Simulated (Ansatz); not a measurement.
## Changed inputs in constrained RPA: NaVS2 (P-3m1)

What does U in NaVS2 (P-3m1) depend on besides the window?

Program: Ansatz 0.2.0. Level of theory: constrained RPA on LDA, plane waves, PAW. Results are calculated unless marked as measured.

### Step 1. The starting structure

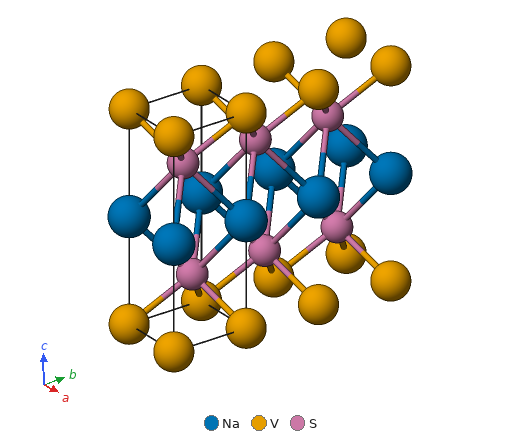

The starting structure, seen slightly off an axis (sodium blue, vanadium orange, sulfur pink). 1×3×1 cells are drawn. Bonds to atoms that aren't drawn are left out. Some periodic images of atoms are drawn too.

The cell and positions are those that the Materials Project relaxed with its own functionals (PBE, PBE+U or r2SCAN), kept fixed. The default PAW set here is soft_2. Its files were made with PBE.

### Step 2. Base: V t2g, bands v1 to c2, 6×6×4 mesh, medium accuracy

Constrained RPA screens the interaction with every transition except those inside the target bands, which a later many-body model would treat itself.

Input file input.yaml:

```yaml
crystal:
  lattice:
    - [-2.50965903, 1.0e-08, -2.50965906]
    - [2.50965903, -2.50965906, 1.0e-08]
    - [-3.86134577, -3.86134572, 3.86134572]
  atoms:
    - { symbol: Na, position: [0.0, 0.0, 0.5] }
    - { symbol: V, position: [0.0, 0.0, 0.0] }
    - { symbol: S, position: [0.66666667, 0.33333333, 0.797958] }
    - { symbol: S, position: [0.33333333, 0.66666667, 0.202042] }
kpoints:
  mp_grid: { grid: [12, 12, 4] }
hamiltonian:
  xc: lda
scf:
  occupations: { method: gaussian, width: 0.08 }
  n_extra_bands: 19
  max_iter: 150
output:
  crpa:
    kmesh: [6, 6, 4]
    target_bands: [v1, c2]
    projections: [{ species: V, l: d, shell: 3, orbitals: [dxz, dyz, dxy] }]
  local_orbitals:
    kmesh: [6, 6, 4]
    orbitals: [{ species: V, l: d, shell: 3, orbitals: [dxz, dyz, dxy] }]
    window: { bands: [v1, c2] }
    seedname: lo
```

Run with:

```
> ansatz run input.yaml --threads 4 --pin off --max-ram 9216MiB --backend cpu --events-out ev --progress --plain --runs-dir out
```

Numbers of over 12 decimals in the logs are rounded to 6 here.

Output:

```text
scf.n_extra_bands = 19 over 17 filled bands (N_el = 34.0): the run solves 36 bands
Engine: ansatz 0.2.0, aarch64-unknown-linux-gnu
Pseudopotentials: kind: paw
Pseudopotential: Na, paw, valence charge 9, recommended cutoff 420 eV (normal), Na.paw.azcp
Pseudopotential: V, paw, valence charge 13, recommended cutoff 420 eV (normal), V.paw.azcp
Pseudopotential: S, paw, valence charge 6, recommended cutoff 420 eV (normal), S.paw.azcp
Functional definition: SPW92
  exchange = slater_x
  correlation = pw_c
Crystal: 4 atoms, lattice volume = 72.961 Å³
Basis set: ecut = 420 eV, 1409 PW (Γ)
Bands: 36, of which v1, the nominal top of the filled ones, is band 17 counted from 1 (16 counted from 0)
Symmetry: 12 space group operations
Space group: P-3m1 (ITA 164), of the structure as read, at distance tolerance 4.2e-5 Å
k-points: 69 of 576
Non-local potential: Na, projectors of the file, l = 0: 3, l = 1: 2, l = 2: 1
Non-local potential: V, projectors of the file, l = 0: 3, l = 1: 2, l = 2: 3, l = 3: 1
Non-local potential: S, projectors of the file, l = 0: 2, l = 1: 2, l = 2: 2
PAW form: soft (Blöchl's): semilocal exchange-correlation on the pseudo side does not see the compensation charge
PAW frozen core: Na, regenerated for the run's functional, and the local potential with it (the file was generated under x = pbe(κ = 0.804, μ = 0.219515), c = pbe(β = 0.066725))
PAW frozen core: V, regenerated for the run's functional, and the local potential with it (the file was generated under x = pbe(κ = 0.804, μ = 0.219515), c = pbe(β = 0.066725))
PAW frozen core: S, regenerated for the run's functional, and the local potential with it (the file was generated under x = pbe(κ = 0.804, μ = 0.219515), c = pbe(β = 0.066725))
PAW one-centre angular grid: Na, 110 points (default); XC on 64 Gauss nodes
PAW one-centre angular grid: V, 590 points (default); XC on 64 Gauss nodes
PAW one-centre angular grid: S, 110 points (default); XC on 64 Gauss nodes
Initial density: superposition of atomic densities (neutral atoms: chi_scale 0, normalization atom), corrected by the library's trained network
Initial wavefunctions: pseudopotential atomic-orbital guess
Functional: x = slater, c = lda
SCF iter   1: F=—  HF=-6070.073573 eV  |F-HF|=—  |Δ(HF+E_count)|=         —  Δρ=7.78e-3  dr2=3.54e-2  ethr=1.77e-3  ⟨swp⟩=5.0  Hψ=10671  notcnv=0  defer=438
preconditioner: auto → LDOS  [metal: Δε(μ)=0.007 eV  Ē_g=13.653 eV  σ=0.080 eV  W_gap=0.05  n_scr=22 (ndim 8)  ℏωp=18.4 eV  f_vac=0.023  D(μ)=2.75/eV (n_scr^D=22)  β→1.0]
SCF iter   2: F=—  HF=-6070.066939 eV  |F-HF|=—  |Δ(HF+E_count)|=   6.63e-3  Δρ=5.45e-3  dr2=9.63e-3  ethr=1.04e-4  ⟨swp⟩=2.0  Hψ=4565  notcnv=0  defer=822
[...]
SCF 1 converged in 7 iterations: F = -6070.061620 eV  dr2 = 2.87e-8
[...]
NSCF: frozen V_eff on 27 k-points
NSCF: frozen V_eff on 24 k-points
[...]
cRPA screening: q 1/144
cRPA screening: q 2/144
cRPA screening: q 4/144 (q-point 3)
cRPA screening: q 5/144
cRPA screening: q 11/144 (q-point 6)
cRPA screening: q 17/144 (q-point 7)
cRPA screening: q 23/144 (q-point 8)
cRPA screening: q 29/144 (q-point 9)
cRPA screening: q 35/144 (q-point 10)
cRPA screening: q 41/144 (q-point 11)
cRPA screening: q 47/144 (q-point 12)
[...]
cRPA screening: q 125/144 (q-point 36)
cRPA screening: q 137/144 (q-point 57)
cRPA screening: q 139/144 (q-point 58)
cRPA screening: q 143/144 (q-point 59)
SCF converged after 7 iterations
Free energy (F): -6070.061620 eV
Harris-Foulkes:  -6070.061620 eV  (|F-HF|=1.72e-8)
Internal energy: -6070.052576 eV  (E = F + TS)
E sigma→0 (E₀):  -6070.057098 eV
Entropy (-TS):   -0.009044 eV (-2.261 meV/atom)
Fermi energy:    7.844543 eV
--- Per-component energies (eV) ---
  E_band       = -437.616407
  E_kinetic    = 668.746871
  E_local      = -2972.920712  (includes V_loc(G=0)·N_el)
  E_nonlocal   = 134.024793
  E_hartree    = 1185.234875
  E_xc         = -359.601341
  E_vxc        = -389.488325  (∫ρ·V_xc dr)
  E_paw        = -2443.040297  (= ΣΔE_a)
  E_vpaw       = -248.457221  (= ΣTr[D̂ρ^β])
  E_aug_tail   = 0.000248  (compensation charges beyond the density's cutoff)
  E_ewald      = -2283.290448
  E_core_change = 0.793435  (= ΣΔE_core)
  E_smearing   = -0.009044  (= −TS)
  E_closure    = 0.000000  (closes the sum)
  Σ components = -6070.061620   (vs F -6070.061620, Δ=0.00e0)
--- Band table (eV; the first three rows and the last of 69) ---
  k-point 0: bands = [... 13 lower, 5.9332, 6.7818, 6.7818, 7.4625, 7.4625, 7.7485, 10.1120, 10.1120, ... 15 higher]
  k-point 1: bands = [... 13 lower, 5.1994, 6.7540, 6.7540, 7.4625, 7.4625, 8.0406, 10.1586, 10.1586, ... 15 higher]
  k-point 2: bands = [... 13 lower, 4.4665, 6.7265, 6.7265, 7.4627, 7.4627, 8.1982, 10.2054, 10.2054, ... 15 higher]
  k-point 68: bands = [... 13 lower, 4.1632, 4.6216, 4.6216, 7.9013, 8.2103, 8.2103, 9.7307, 9.7307, ... 15 higher]
--- cRPA (band scheme, projected local orbitals): target bands 17..19 (1-based), 3 Wannier function(s), 6×6×4 mesh, 38 bands' worth read of 43 solved, ecut_chi 136.0 eV, v(q+G=0) probe_charge, pair densities all_electron ---
  bands read: the sum over 38 bands ends inside a degenerate multiplet in 7 slots, whose members it reads at an even weight; the widest, k=0: bands 38 to 39 (counted from 1) at 1/2 each
  χ-basis size per q: N_G = 246..276
  window electrons = 2.0000, filled by tetrahedron_uncorrected; constrained ε̄⁻¹(q = 0, 0) head = 0.138649; min gauge Gram eig = 0.6826
  Kanamori averages over each shell's own Wannier functions (sites counted from 0, functions from 1):
    Site 1, 3D, 3 of 5 d orbitals (Wannier functions 1, 2, 3; wannier90's mr 2, 3, 5):
      screened: U = 2.2328 eV, U' = 1.5098 eV, J = 0.3478 eV
      screened, to within: U = 5.5e-3 eV, U' = 5.5e-3 eV, J = 7.2e-4 eV
      bare: V = 14.2280 eV, V' = 13.2133 eV, J = 0.4867 eV
  Hermiticity witness max|P − P†| over intra, direct and exchange elements: 8.88e-15 eV (screened), 2.26e-24 eV (bare)
  Reality witness max|Im| over intra, direct and exchange elements: 1.57e-19 eV (screened), 1.28e-18 eV (bare)
```

Wall time 3.9 min (4 threads of Arm Neoverse V1, shared host); peak memory 0.65 GiB.

This step gave:

```
U                                                 : 2.233 eV
U prime (inter-orbital)                           : 1.510 eV
J                                                 : 0.3478 eV
bare V                                            : 14.23 eV
bare J                                            : 0.4867 eV
stated bound on U                                 : 0.005401 eV
U over bare V                                     : 0.1569
electrons in the window                           : 2.000
head of the constrained inverse dielectric matrix : 0.1386
least eigenvalue of the projection's overlap      : 0.6826
target functions                                  : 3
bands in the sums                                 : 38
r.m.s. miss of the model bands                    : 0.02194 eV
width of the target bands                         : 1.468 eV
weight of the projected orbitals in the window    : 0.8747
```

On the V t2g shell, screening brings the on-site interaction from 14.2 eV down to U = 2.23 eV.

### Step 3. Changed: 6×6×2 mesh

input.yaml, the sections that differ from step 2:

```yaml
output:
  crpa:
    kmesh: [6, 6, 2]
    target_bands: [v1, c2]
    projections: [{ species: V, l: d, shell: 3, orbitals: [dxz, dyz, dxy] }]
# crystal, kpoints, hamiltonian, scf: as in step 2
```

Output:

```text
[...]
Crystal: 4 atoms, lattice volume = 72.961 Å³
Basis set: ecut = 420 eV, 1409 PW (Γ)
Bands: 36, of which v1, the nominal top of the filled ones, is band 17 counted from 1 (16 counted from 0)
Symmetry: 12 space group operations
[...]
k-points: 69 of 576
[...]
SCF iter   1: F=—  HF=-6070.073573 eV  |F-HF|=—  |Δ(HF+E_count)|=         —  Δρ=7.78e-3  dr2=3.54e-2  ethr=1.77e-3  ⟨swp⟩=5.0  Hψ=10671  notcnv=0  defer=438
[...]
SCF iter   7: F=-6070.061620 eV  HF=-6070.061620 eV  |F-HF|=1.72e-8  |Δ(HF+E_count)|=   3.79e-9  Δρ=6.06e-6  dr2=2.87e-8  ethr=2.94e-10  ⟨swp⟩=8.2  Hψ=10746  notcnv=0
SCF 1 converged in 7 iterations: F = -6070.061620 eV  dr2 = 2.87e-8
[...]
NSCF: frozen V_eff on 14 k-points
[...]
cRPA screening: q 1/72
cRPA screening: q 2/72
cRPA screening: q 3/72
cRPA screening: q 9/72 (q-point 4)
cRPA screening: q 15/72 (q-point 5)
[...]
SCF converged after 7 iterations
Free energy (F): -6070.061620 eV
[...]
Internal energy: -6070.052576 eV  (E = F + TS)
E sigma→0 (E₀):  -6070.057098 eV
Entropy (-TS):   -0.009044 eV (-2.261 meV/atom)
Fermi energy:    7.844543 eV
[...]
--- Band table (eV; the first three rows and the last of 69) ---
  k-point 0: bands = [... 13 lower, 5.9332, 6.7818, 6.7818, 7.4625, 7.4625, 7.7485, 10.1120, 10.1120, ... 15 higher]
  k-point 1: bands = [... 13 lower, 5.1994, 6.7540, 6.7540, 7.4625, 7.4625, 8.0406, 10.1586, 10.1586, ... 15 higher]
  k-point 2: bands = [... 13 lower, 4.4665, 6.7265, 6.7265, 7.4627, 7.4627, 8.1982, 10.2054, 10.2054, ... 15 higher]
  k-point 68: bands = [... 13 lower, 4.1632, 4.6216, 4.6216, 7.9013, 8.2103, 8.2103, 9.7307, 9.7307, ... 15 higher]
[...]
χ-basis size per q: N_G = 246..276
[...]
Site 1, 3D, 3 of 5 d orbitals (Wannier functions 1, 2, 3; wannier90's mr 2, 3, 5):
      screened: U = 2.2249 eV, U' = 1.5017 eV, J = 0.3479 eV
      screened, to within: U = 5.5e-3 eV, U' = 5.5e-3 eV, J = 7.2e-4 eV
      bare: V = 14.2414 eV, V' = 13.2267 eV, J = 0.4867 eV
[...]
```

Elapsed: 67 s, on 4 threads; peak memory 0.55 GiB.

Numbers from this step:

```yaml
u: 2.225 eV
u_prime_inter_orbital: 1.502 eV
j: 0.3479 eV
bare_v: 14.24 eV
bare_j: 0.4867 eV
stated_bound_on_u: 0.005409 eV
u_over_bare_v: 0.1562
electrons_in_the_window: 2.000
head_of_the_constrained_inverse_dielectric_matrix: 0.1347
least_eigenvalue_of_the_projection_s_overlap: 0.6826
target_functions: 3
bands_in_the_sums: 38
width_of_the_target_bands: 1.468 eV
weight_of_the_projected_orbitals_in_the_window: 0.8747
```

On the V t2g shell, screening brings the on-site interaction from 14.2 eV down to U = 2.22 eV.

### Step 4. Changed: 3×3×2 mesh

input.yaml, as its differences from that of step 3:

```diff
@@ -20,3 +20,3 @@
   crpa:
-    kmesh: [6, 6, 2]
+    kmesh: [3, 3, 2]
     target_bands: [v1, c2]
```

Output:

```text
[...]
Crystal: 4 atoms, lattice volume = 72.961 Å³
Basis set: ecut = 420 eV, 1409 PW (Γ)
Bands: 36, of which v1, the nominal top of the filled ones, is band 17 counted from 1 (16 counted from 0)
Symmetry: 12 space group operations
[...]
k-points: 69 of 576
[...]
k-point 68: bands = [... 13 lower, 4.1632, 4.6216, 4.6216, 7.9013, 8.2103, 8.2103, 9.7307, 9.7307, ... 15 higher]
[...]
χ-basis size per q: N_G = 246..276
[...]
Site 1, 3D, 3 of 5 d orbitals (Wannier functions 1, 2, 3; wannier90's mr 2, 3, 5):
      screened: U = 2.2677 eV, U' = 1.5229 eV, J = 0.3590 eV
      screened, to within: U = 5.6e-3 eV, U' = 5.6e-3 eV, J = 7.3e-4 eV
      bare: V = 14.6088 eV, V' = 13.5739 eV, J = 0.4970 eV
[...]
[key lines of the parts left out:]
SCF converged after 7 iterations
Free energy (F): -6070.061620 eV
Fermi energy:    7.844543 eV
```

It took 11 s on 4 threads; peak memory 0.48 GiB; 43 s of CPU time.

This step gave:

| Property | Result |
| --- | --- |
| U | 2.268 eV |
| U prime (inter-orbital) | 1.523 eV |
| J | 0.3590 eV |
| bare V | 14.61 eV |
| bare J | 0.4970 eV |
| stated bound on U | 0.005594 eV |
| U over bare V | 0.1552 |
| electrons in the window | 2.000 |
| head of the constrained inverse dielectric matrix | 0.1057 |
| least eigenvalue of the projection's overlap | 0.7495 |
| target functions | 3 |
| bands in the sums | 38 |
| width of the target bands | 1.468 eV |
| weight of the projected orbitals in the window | 0.8747 |

On the V t2g shell, screening brings the on-site interaction from 14.6 eV down to U = 2.27 eV.

### Step 5. Changed: smooth pair densities

input.yaml, as its differences from that of step 4:

```diff
@@ -20,4 +20,5 @@
   crpa:
-    kmesh: [3, 3, 2]
+    kmesh: [6, 6, 4]
     target_bands: [v1, c2]
     projections: [{ species: V, l: d, shell: 3, orbitals: [dxz, dyz, dxy] }]
+    pair_densities: pseudo
```

Output:

```text
[...]
Crystal: 4 atoms, lattice volume = 72.961 Å³
Basis set: ecut = 420 eV, 1409 PW (Γ)
Bands: 36, of which v1, the nominal top of the filled ones, is band 17 counted from 1 (16 counted from 0)
Symmetry: 12 space group operations
[...]
k-points: 69 of 576
[...]
χ-basis size per q: N_G = 246..276
[...]
Site 1, 3D, 3 of 5 d orbitals (Wannier functions 1, 2, 3; wannier90's mr 2, 3, 5):
      screened: U = 2.2504 eV, U' = 1.5063 eV, J = 0.3577 eV
      screened, to within: U = 9.1e-3 eV, U' = 9.1e-3 eV, J = 6.9e-4 eV
      screened, sum over states alone: U = 2.3946 eV, U' = 1.5013 eV, J = 0.4270 eV
      bare: V = 14.2280 eV, V' = 13.2133 eV, J = 0.4867 eV
[...]
[key lines of the parts left out:]
SCF converged after 7 iterations
Free energy (F): -6070.061620 eV
Fermi energy:    7.844543 eV
```

The job ended after 3.6 min (4 threads; peak memory 0.59 GiB; 14 min of CPU time).

Numbers from this step:

* U: 2.250 eV
* U prime (inter-orbital): 1.506 eV
* J: 0.3577 eV
* bare V: 14.23 eV
* bare J: 0.4867 eV
* stated bound on U: 0.009015 eV
* U over bare V: 0.1582
* electrons in the window: 2.000
* head of the constrained inverse dielectric matrix: 0.1389
* least eigenvalue of the projection's overlap: 0.6826
* target functions: 3
* bands in the sums: 38
* width of the target bands: 1.468 eV
* weight of the projected orbitals in the window: 0.8747

On the V t2g shell, screening brings the on-site interaction from 14.2 eV down to U = 2.25 eV.

### Step 6. Changed: sums over states

input.yaml, as its differences from that of step 5:

```diff
@@ -23,2 +23,4 @@
     projections: [{ species: V, l: d, shell: 3, orbitals: [dxz, dyz, dxy] }]
-    pair_densities: pseudo
+    accuracy: sum_over_states
+    n_empty_bands: 34
+    ecut_chi: 136
```

Output:

```text
[...]
Crystal: 4 atoms, lattice volume = 72.961 Å³
Basis set: ecut = 420 eV, 1409 PW (Γ)
Bands: 36, of which v1, the nominal top of the filled ones, is band 17 counted from 1 (16 counted from 0)
Symmetry: 12 space group operations
[...]
k-points: 69 of 576
[...]
χ-basis size per q: N_G = 246..276
[...]
U and J over all bands: no bound (output.crpa.accuracy: sum_over_states); those below are of the sums over the bands read on the sphere of ecut_chi, with what the atoms add
[...]
Site 1, 3D, 3 of 5 d orbitals (Wannier functions 1, 2, 3; wannier90's mr 2, 3, 5):
      screened: U = 2.3071 eV, U' = 1.4841 eV, J = 0.3927 eV
      bare: V = 14.2280 eV, V' = 13.2133 eV, J = 0.4867 eV
[...]
[key lines of the parts left out:]
SCF converged after 7 iterations
Free energy (F): -6070.061620 eV
Fermi energy:    7.844543 eV
```

The job ended after 26 s (4 threads; peak memory 0.61 GiB).

This variant gives U = 2.31 eV against 2.23 eV. It is a finite sum over empty states with no bound on its error and stays out of the table below.

### Step 7. Changed: sums without a band count

input.yaml, as its differences from that of step 6:

```diff
@@ -24,3 +24 @@
     accuracy: sum_over_states
-    n_empty_bands: 34
-    ecut_chi: 136
```

Output:

```text
Error: 2 input errors — fix all and re-run
  1. invalid value for `output.crpa.n_empty_bands`: is left out, and the sums over bands alone (accuracy: sum_over_states under output.crpa) have no default for it, since their result follows it; type one, or take accuracy: low, medium or high under output.crpa
  2. invalid value for `output.crpa.ecut_chi`: is left out, and the sums over bands alone (accuracy: sum_over_states under output.crpa) have no default for it, since their result follows it; type one, or take accuracy: low, medium or high under output.crpa
```

Run time: 0.1 s. Hardware: 4 threads; peak memory 0.089 GiB.

The input was rejected at the start.

The program's message: “Error: 2 input errors — fix all and re-run”

The fault put into this input: sums without a band count.

### Step 8. Changed: PBEsol

This step: constrained RPA on PBEsol, plane waves, PAW.

input.yaml, as its differences from that of step 7:

```diff
@@ -13,3 +13,3 @@
 hamiltonian:
-  xc: lda
+  xc: pbesol
 scf:
@@ -23,2 +23 @@
     projections: [{ species: V, l: d, shell: 3, orbitals: [dxz, dyz, dxy] }]
-    accuracy: sum_over_states
```

Output:

```text
[...]
Crystal: 4 atoms, lattice volume = 72.961 Å³
Basis set: ecut = 420 eV, 1409 PW (Γ)
Bands: 36, of which v1, the nominal top of the filled ones, is band 17 counted from 1 (16 counted from 0)
Symmetry: 12 space group operations
[...]
k-points: 69 of 576
[...]
k-point 68: bands = [... 13 lower, 4.3238, 4.7875, 4.7875, 8.1099, 8.4171, 8.4171, 9.9363, 9.9363, ... 15 higher]
[...]
χ-basis size per q: N_G = 246..276
[...]
Site 1, 3D, 3 of 5 d orbitals (Wannier functions 1, 2, 3; wannier90's mr 2, 3, 5):
      screened: U = 2.2845 eV, U' = 1.5552 eV, J = 0.3508 eV
      screened, to within: U = 5.5e-3 eV, U' = 5.5e-3 eV, J = 7.2e-4 eV
      bare: V = 14.2888 eV, V' = 13.2681 eV, J = 0.4896 eV
[...]
[key lines of the parts left out:]
SCF converged after 7 iterations
Free energy (F): -6134.867086 eV
Fermi energy:    8.047077 eV
```

Run time: 3.6 min. Hardware: 4 threads; peak memory 0.65 GiB; 14 min of CPU time.

Numbers from this step:

```
U                                                 : 2.284 eV
U prime (inter-orbital)                           : 1.555 eV
J                                                 : 0.3508 eV
bare V                                            : 14.29 eV
bare J                                            : 0.4896 eV
stated bound on U                                 : 0.005415 eV
U over bare V                                     : 0.1599
electrons in the window                           : 2.000
head of the constrained inverse dielectric matrix : 0.1435
least eigenvalue of the projection's overlap      : 0.6897
target functions                                  : 3
bands in the sums                                 : 38
width of the target bands                         : 1.476 eV
weight of the projected orbitals in the window    : 0.8764
```

On the V t2g shell, screening brings the on-site interaction from 14.3 eV down to U = 2.28 eV.

[end of part 1 of 2]

[Paths, hosts, dates, memory and timing lines, banners, echoed tables and standing remarks are left out of the program output.]

[Logs are printed without paths, hosts, clocks, repeated set-up lines and the standing remarks that a program may print on its own settings, such as how far it seeks lower states.]

[Runs of the session that timed out or met a known fault of the program may be left out.]

[Hosts, paths, dates, database ids (printed as entryN), source tags and the programs' standing remarks are cut or masked in the printed files.]
